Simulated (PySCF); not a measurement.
# C3H5FSSi: the cost of one run

Programs: PySCF 2.14.0, with density-fitted response routines of our own. Each step states its level of theory. These are calculated values for one molecule in the gas phase, unless marked as measured. Atoms are numbered from 0 throughout.

## 1. The molecule as given

11 atoms, charge 0, multiplicity 1; geometry from: GFN2-xTB. The atoms were then displaced at random by about 0.01 Å, so the start is not that level's minimum.

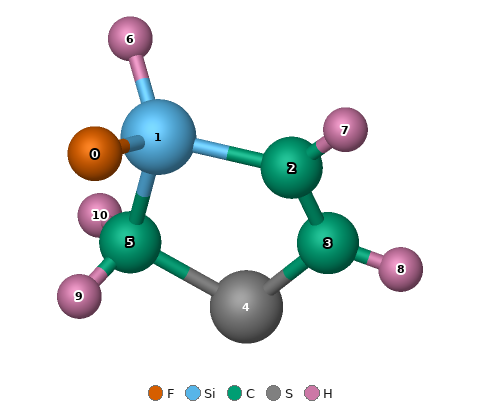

As it starts; fluorine orange, silicon blue, carbon teal, sulfur grey, hydrogen pink, atoms numbered; sticks join atoms by distance.

## 2. Relaxing the molecule at PBE0-D3(BJ)/def2-SVP

What the job is given:

```
{"job": {"xc": "PBE0", "basis": "def2-SVP", "d3": "d3bj", "grid": 1, "shake": 0.01, "kind": "geom"}, "charge": 0, "multiplicity": 1}
F     -1.807550    -1.490880    -0.720890
Si    -0.765580    -0.846120     0.314900
C      0.980250    -0.911000    -0.292130
C      1.603240     0.288900    -0.480750
S      0.701060     1.757830    -0.212400
C     -0.918370     1.065290     0.265220
H     -1.098610    -1.439480     1.595280
H      1.585670    -1.800410    -0.465090
H      2.580970     0.449900    -0.793550
H     -1.638460     1.402040    -0.460580
H     -1.184520     1.498100     1.234320
```

On the command line:

```bash
$ OMP_NUM_THREADS=1 python probes_run.py task.json out
```

One launch serves the whole session: the jobs run in the order shown.

**Question.** How long does this first job take on 1 thread of Arm Neoverse V1, shared host, and how much memory does it need?

About 58 s, with a peak of 0.51 GiB.
